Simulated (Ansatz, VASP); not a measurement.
# GdY: VASP beside Ansatz

One calculation is typed for both programs; each brings its own data sets and cutoff. How far apart do they land? The cell is invented: As first built, before any earlier steps moved the atoms: it takes the YSb structure with some of its atoms replaced by other elements, volume scaled by an estimate. It may not be a known or stable phase. The cell comes out of the VASP series on this material, whose earlier steps may have relaxed, scaled or displaced it; both programs get it as it stands.

Program: Ansatz 0.2.0. Level of theory: plane waves, with VASP 6.6.1 beside it; band structure at LDA and single point at LDA. Results are calculated unless marked as measured.

## 1. Set-up

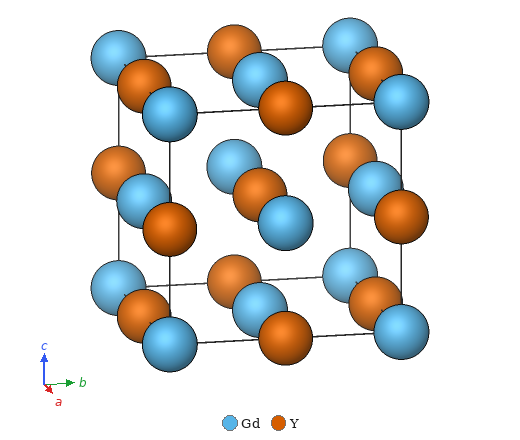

Start, viewed slightly off an axis; gadolinium blue, yttrium orange. This picture shows the conventional cell, with its axes. Some periodic images of atoms are drawn too.

## 2. Ansatz: band structure, LDA

Ansatz runs on its default PAW (the set named soft_2) files.

Levels along a path test the potential and the projectors away from the mesh points.

Input file input.yaml:

```yaml
crystal:
  lattice:
    - [0.0, 3.1044636274, 3.1044636274]
    - [3.1044636274, 0.0, 3.1044636274]
    - [3.1044636274, 3.1044636274, 0.0]
  atoms:
    - { symbol: Gd, position: [0.0, 0.0, 0.0], spin: 6.958 }
    - { symbol: "Y", position: [0.5, 0.5, 0.5], spin: 0.299 }
hamiltonian:
  xc: lda
  pseudopotentials: { kind: paw }
magnetization:
  spin_polarized: true
kpoints:
  mp_grid: { grid: [6, 6, 6] }
  band_path:
    path:
      - [0.0, 0.0, 0.0]
      - [0.16667, 0.0, 0.16667]
      - [0.33333, 0.0, 0.33333]
      - [0.5, 0.0, 0.5]
      - [0.5, 0.08333, 0.58333]
      - [0.5, 0.18333, 0.68333]
      - [0.5, 0.25, 0.75]
      - [0.45, 0.3, 0.75]
      - [0.40833, 0.34167, 0.75]
      - [0.35, 0.35, 0.7]
      - [0.225, 0.225, 0.45]
      - [0.075, 0.075, 0.15]
      - [0.03333, 0.03333, 0.03333]
      - [0.23333, 0.23333, 0.23333]
      - [0.4, 0.4, 0.4]
      - [0.51667, 0.46667, 0.51667]
      - [0.55833, 0.38333, 0.55833]
      - [0.60833, 0.28333, 0.60833]
      - [0.60833, 0.25, 0.64167]
      - [0.55833, 0.25, 0.69167]
      - [0.51667, 0.25, 0.73333]
      - [0.5, 0.3, 0.7]
      - [0.5, 0.38333, 0.61667]
      - [0.5, 0.48333, 0.51667]
      - [0.475, 0.475, 0.55]
      - [0.425, 0.425, 0.65]
      - [0.38333, 0.38333, 0.73333]
      - [0.59167, 0.18333, 0.59167]
      - [0.55, 0.1, 0.55]
      - [0.5, 0.0, 0.5]
    npoints: 1
scf:
  occupations: { method: methfessel_paxton, width: 0.2 }
  n_extra_bands: 12
output:
  forces: true
  stress: true
  eigenvalues: true
```

Run with:

```sh
> ansatz run input.yaml --threads 2 --pin off --max-ram 4608MiB --backend cpu --events-out ev --progress --plain --runs-dir out
```

Numbers of over 12 decimals in the logs are rounded to 6 here.

The log of the run:

```text
scf.n_extra_bands = 12 over 15 filled bands (N_el = 29.0): the run solves 27 bands
Engine: ansatz 0.2.0, aarch64-unknown-linux-gnu
Pseudopotentials: kind: paw
Pseudopotential: Gd, paw, valence charge 18, recommended cutoff 420 eV (normal), Gd.paw.azcp
Pseudopotential: Y, paw, valence charge 11, recommended cutoff 420 eV (normal), Y.paw.azcp
Functional definition: SPW92
  exchange = slater_x
  correlation = pw_c
Crystal: 2 atoms, lattice volume = 59.840 Å³
Basis set: ecut = 420 eV, 1211 PW (Γ)
Bands: 27, of which v1, the nominal top of the filled ones, is band 15 counted from 1 (14 counted from 0)
Symmetry: 48 space group operations
Space group: Fm-3m (ITA 225), of the structure as read, at distance tolerance 3.9e-5 Å
Magnetic group: BNS 225.116 (UNI 1618), of the structure as read, at distance tolerance 3.9e-5 Å
k-points: 16 of 216
Non-local potential: Gd, projectors of the file, l = 0: 3, l = 1: 2, l = 2: 2, l = 3: 3
Non-local potential: Y, projectors of the file, l = 0: 3, l = 1: 2, l = 2: 2, l = 3: 1
PAW form: soft (Blöchl's): semilocal exchange-correlation on the pseudo side does not see the compensation charge
PAW frozen core: Gd, regenerated for the run's functional, and the local potential with it (the file was generated under x = pbe(κ = 0.804, μ = 0.219515), c = pbe(β = 0.066725))
PAW frozen core: Y, regenerated for the run's functional, and the local potential with it (the file was generated under x = pbe(κ = 0.804, μ = 0.219515), c = pbe(β = 0.066725))
PAW one-centre angular grid: Gd, 590 points (default); XC on 64 Gauss nodes
PAW one-centre angular grid: Y, 590 points (default); XC on 64 Gauss nodes
Initial density: superposition of atomic densities (chi_scale 0.1, normalization cell)
Starting moments: Σ|m| = 7.257 μB on 2 of 2 sites
Initial wavefunctions: pseudopotential atomic-orbital guess
Functional: x = slater, c = lda
iter 1 solved again at ethr=7.01e-4 eV; its pass at ethr=3.10e-3 eV (dr2=2.03e-1 eV) is discarded
SCF iter   1: F=—  HF=-12870.826203 eV  |F-HF|=—  |Δ(HF+E_count)|=         —  Δρ=1.80e-2 (↑6.99e-3 ↓1.80e-2)  dr2=2.00e-1  dr2_m=5.77e-2  M=7.362 μB ∫|m|=7.362 μB  β_m=0.30  ethr=7.01e-4  ⟨swp⟩=1.0  Hψ=4954  notcnv=0
Mixer restart at iter 1: flushing history
preconditioner: auto → Kerker (q_TF=auto, 2.418 Å⁻¹)  [metal: Δε(μ)=0.050 eV  Ē_g=14.643 eV  σ=0.200 eV  W_gap=0.14  n_scr=14 (ndim 8)  ℏωp=24.0 eV  f_vac=0.000  D(μ)=5.67/eV (n_scr^D=64)]
spin=Collinear: Kerker preconditioning applied to the charge; magnetization (m = ρ↑ − ρ↓) channel mixes plain (no charge-response kernel on spin).
SCF iter   2: F=—  HF=-12870.872406 eV  |F-HF|=—  |Δ(HF+E_count)|=   4.62e-2  Δρ=1.54e-2 (↑5.04e-3 ↓1.54e-2)  dr2=1.31e-1  dr2_m=4.19e-2  M=7.406 μB ∫|m|=7.407 μB  β_m=0.52  ethr=6.91e-4  ⟨swp⟩=1.0  Hψ=864  notcnv=0
SCF iter   3: F=—  HF=-12871.021037 eV  |F-HF|=—  |Δ(HF+E_count)|=   1.49e-1  Δρ=5.87e-3 (↑2.75e-3 ↓5.87e-3)  dr2=1.65e-2  dr2_m=8.91e-3  M=7.609 μB ∫|m|=7.610 μB  β_m=0.82  ethr=4.51e-4  ⟨swp⟩=2.0  Hψ=1684  notcnv=0  defer=1
SCF iter   4: F=—  HF=-12871.044726 eV  |F-HF|=—  |Δ(HF+E_count)|=   2.37e-2  Δρ=2.06e-3 (↑2.06e-3 ↓1.94e-3)  dr2=8.12e-3  dr2_m=3.14e-4  M=7.788 μB ∫|m|=7.790 μB  β_m=0.66  ethr=5.69e-5  ⟨swp⟩=2.0  Hψ=1602  notcnv=0  defer=2
SCF iter   5: F=—  HF=-12871.042289 eV  |F-HF|=—  |Δ(HF+E_count)|=   2.44e-3  Δρ=7.09e-4 (↑7.09e-4 ↓5.43e-4)  dr2=3.17e-4  dr2_m=1.59e-4  M=7.816 μB ∫|m|=7.817 μB  β_m=0.79  ethr=2.80e-5  ⟨swp⟩=2.1  Hψ=1512  notcnv=0  defer=3
SCF iter   6: F=—  HF=-12871.043878 eV  |F-HF|=—  |Δ(HF+E_count)|=   1.59e-3  Δρ=3.85e-4 (↑3.85e-4 ↓3.41e-4)  dr2=9.81e-5  dr2_m=6.02e-5  M=7.837 μB ∫|m|=7.838 μB  β_m=0.90  ethr=1.09e-6  ⟨swp⟩=2.0  Hψ=1266  notcnv=0  defer=2
SCF iter   7: F=—  HF=-12871.002284 eV  |F-HF|=—  |Δ(HF+E_count)|=         —  Δρ=5.71e-3 (↑1.32e-3 ↓5.71e-3)  dr2=1.79e-2  dr2_m=5.01e-3  M=7.946 μB ∫|m|=7.947 μB  β_m=0.90  ethr=3.38e-7  ⟨swp⟩=2.0  Hψ=1203  notcnv=0  defer=3
Mixer restart at iter 7: flushing history
iteration 7: the input's own smearing fills from here on; a Gaussian of 0.2 eV has filled iterations ahead of it
SCF iter   8: F=—  HF=-12871.032540 eV  |F-HF|=—  |Δ(HF+E_count)|=   3.03e-2  S|Δr|=    0.00e0  Δρ=2.58e-2 (↑4.24e-3 ↓2.58e-2)  dr2=4.50e-1  dr2_m=7.73e-2  M=7.641 μB ∫|m|=7.642 μB  β_m=0.41  ethr=3.38e-7  ⟨swp⟩=4.1  Hψ=2259  notcnv=0  defer=4  recentre
SCF iter   9: F=—  HF=-12871.001593 eV  |F-HF|=—  |Δ(HF+E_count)|=   3.09e-2  S|Δr|=    0.00e0  Δρ=4.78e-3 (↑1.06e-3 ↓4.78e-3)  dr2=1.29e-2  dr2_m=3.37e-3  M=7.954 μB ∫|m|=7.956 μB  β_m=0.27  ethr=3.38e-7  ⟨swp⟩=4.2  Hψ=2406  notcnv=0  defer=5
SCF iter  10: F=—  HF=-12870.999826 eV  |F-HF|=—  |Δ(HF+E_count)|=   1.77e-3  S|Δr|=    0.00e0  Δρ=2.65e-3 (↑6.82e-4 ↓2.65e-3)  dr2=3.24e-3  dr2_m=1.26e-3  M=7.948 μB ∫|m|=7.949 μB  β_m=0.30  ethr=3.38e-7  ⟨swp⟩=2.2  Hψ=1449  notcnv=0  defer=5
SCF iter  11: F=—  HF=-12870.999529 eV  |F-HF|=—  |Δ(HF+E_count)|=   2.97e-4  S|Δr|=    0.00e0  Δρ=7.21e-4 (↑1.52e-4 ↓7.21e-4)  dr2=3.06e-4  dr2_m=7.17e-5  M=7.959 μB ∫|m|=7.961 μB  β_m=0.55  ethr=3.38e-7  ⟨swp⟩=2.2  Hψ=1420  notcnv=0  defer=5
SCF iter  12: F=—  HF=-12870.999502 eV  |F-HF|=—  |Δ(HF+E_count)|=   2.73e-5  S|Δr|=    0.00e0  Δρ=4.45e-4 (↑8.79e-5 ↓4.45e-4)  dr2=1.16e-4  dr2_m=2.84e-5  M=7.959 μB ∫|m|=7.960 μB  β_m=0.75  ethr=3.38e-7  ⟨swp⟩=1.0  Hψ=829  notcnv=0  defer=5
SCF iter  13: F=—  HF=-12870.999487 eV  |F-HF|=—  |Δ(HF+E_count)|=   1.56e-5  S|Δr|=    0.00e0  Δρ=2.83e-5 (↑2.83e-5 ↓1.95e-5)  dr2=7.32e-7  dr2_m=6.20e-8  M=7.956 μB ∫|m|=7.958 μB  β_m=0.88  ethr=3.38e-7  ⟨swp⟩=2.3  Hψ=1038  notcnv=0  defer=5
SCF iter  14: F=—  HF=-12870.999487 eV  |F-HF|=—  |Δ(HF+E_count)|=   7.36e-7  S|Δr|=    0.00e0  Δρ=8.89e-5 (↑1.52e-5 ↓8.89e-5)  dr2=4.62e-6  dr2_m=1.12e-6  M=7.957 μB ∫|m|=7.958 μB  β_m=0.88  ethr=2.53e-9  ⟨swp⟩=2.2  Hψ=1243  notcnv=0  defer=5
SCF iter  15: F=-12870.999486 eV  HF=-12870.999487 eV  |F-HF|=1.05e-7  |Δ(HF+E_count)|=   6.92e-7  S|Δr|=    0.00e0  Δρ=1.24e-5 (↑1.08e-6 ↓1.24e-5)  dr2=9.05e-8  dr2_m=2.18e-8  M=7.957 μB ∫|m|=7.959 μB  ethr=3.45e-10  ⟨swp⟩=6.6  Hψ=3401  notcnv=0
SCF 1 converged in 15 iterations: F = -12870.999486 eV  dr2 = 9.05e-8
  greatest PAW one-centre occupation: 0.998 electrons in one spin orbital (limit 2), on the Gd atom at site 0 (counted from 0), in its partial waves of l = 0
this state was not tested for a lower state beside it, because cold or Methfessel-Paxton smearing, or corrected tetrahedra, fill the levels in a way that the test cannot read (fill_not_monotonic; see scf.lower_state_search)
NSCF: frozen V_eff on 30 k-points
SCF converged after 15 iterations
Magnetization: 7.9570 μB (18.4785 up, 10.5215 down)
Absolute magnetization: 7.9585 μB (∫|ρ↑−ρ↓|, with the PAW one-centre terms)
Spin contamination: 0.0185 ħ² per cell (⟨S²⟩ above its minimum at these occupations)
Per-site moments (μB) at R_I (Å): [(7.254353, 1.280591), (0.274855, 1.280591)]
Free energy (F): -12870.999486 eV
Harris-Foulkes:  -12870.999487 eV  (|F-HF|=1.05e-7)
Internal energy: -12871.019443 eV  (E = F + TS)
E sigma→0 (E₀):  -12871.004476 eV
Entropy (-TS):   0.019956 eV (9.978 meV/atom)
Fermi energy:    11.733454 eV
--- Per-component energies (eV) ---
  E_band       = -134.376992
  E_kinetic    = 714.188048
  E_local      = -2814.000395  (includes V_loc(G=0)·N_el)
  E_nonlocal   = 352.614252
  E_hartree    = 1115.954074
  E_xc         = -403.793535
  E_vxc        = -452.123978  (∫ρ·V_xc dr)
  E_paw        = -8971.313356  (= ΣΔE_a)
  E_vpaw       = -166.946376  (= ΣTr[D̂ρ^β])
  E_aug_tail   = 0.000002  (compensation charges beyond the density's cutoff)
  E_ewald      = -2866.277153
  E_core_change = 1.608619  (= ΣΔE_core)
  E_smearing   = 0.019956  (= −TS)
  E_closure    = -0.000000  (closes the sum)
  Σ components = -12870.999486   (vs F -12870.999486, Δ=0.00e0)
--- Forces (eV/Å), atoms counted from 1 ---
  atom   1  Gd    -0.00000000     0.00000000    -0.00000000
  atom   2  Y      0.00000000     0.00000000    -0.00000000
  max |Σ_I F_I| component: 2.93e-29 eV/Å
--- Stress (GPa, compression-positive) ---
        0.228322       0.000000      -0.000000
        0.000000       0.228322       0.000000
       -0.000000       0.000000       0.228322
  P = ⅓ Tr σ = 0.2283 GPa (2.283 kbar)
--- Band table (eV; the first three rows and the last of 32) ---
  k-point 0 ↑: bands = [... 11 lower, 7.1862, 7.1975, 7.2354, 7.2354, 7.2354, 10.4712, 10.4712, 10.5771, ... 8 higher]
  k-point 1 ↑: bands = [... 11 lower, 7.2035, 7.2212, 7.2212, 7.2359, 7.4644, 10.5163, 10.8161, 10.8161, ... 8 higher]
  k-point 2 ↑: bands = [... 11 lower, 7.1981, 7.1981, 7.2183, 7.2369, 8.7669, 10.4802, 11.7424, 11.7424, ... 8 higher]
  k-point 15 ↓: bands = [... 11 lower, 11.9224, 12.0890, 12.1292, 12.1431, 12.2325, 12.2414, 12.2883, 12.3802, ... 8 higher]
```

Elapsed: 5 s, on 2 threads of Arm Neoverse V1, shared host; peak memory 0.38 GiB.

Reading the cycles: dr2 is the Hartree energy of the density residual (eV), the measure of convergence; HF is the Harris–Foulkes estimate of the energy, which meets the free energy F at convergence.

(Continued in part 2 of 2.)

[Lines on the potential files, build, host, timing and source positions are cut from VASP's logs without a mark.]

[Logs are printed without paths, hosts, clocks, repeated set-up lines and the standing remarks that a program may print on its own settings, such as how far it seeks lower states.]

[Hosts, paths, dates, database ids (printed as entryN), source tags and the programs' standing remarks are cut or masked in the printed files.]
